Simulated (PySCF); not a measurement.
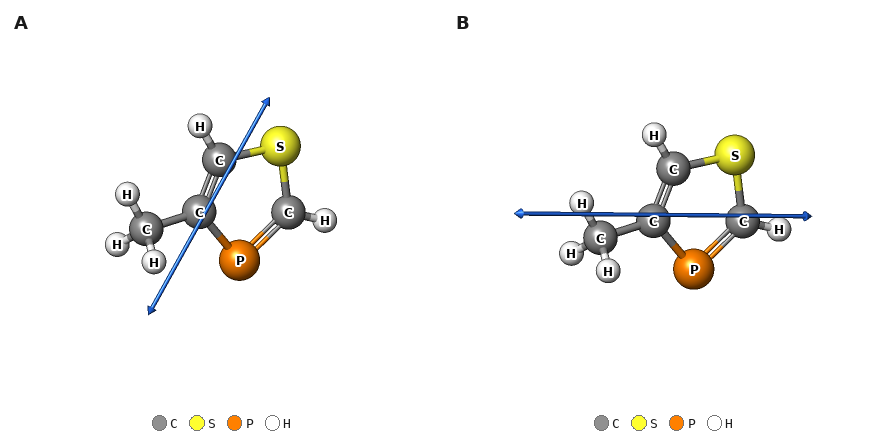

The double arrows show the directions of two transition dipoles from the ground state (lengths mean nothing). The geometry was computed by an optimisation with GFN2-xTB. No frequency run is at hand to confirm it as a minimum. Method: TDDFT CAM-B3LYP/def2-SVPD, vertical, gas phase, core orbitals frozen in the response (PySCF 2.14.0).

Question: One belongs to singlet state 1 and one to singlet state 2. Which is which?

Answer: A: state 1, 4.98 eV (249 nm), oscillator strength 0.12, mainly HOMO → LUMO (weight 0.79).
B: state 2, 5.19 eV (239 nm), oscillator strength 0.030, mainly HOMO−1 → LUMO (weight 0.80).

The geometry is semi-empirical. Around P such bond lengths and angles can be off by a tenth of an ångström or more and by several degrees, and values that hang on the shape move with them.
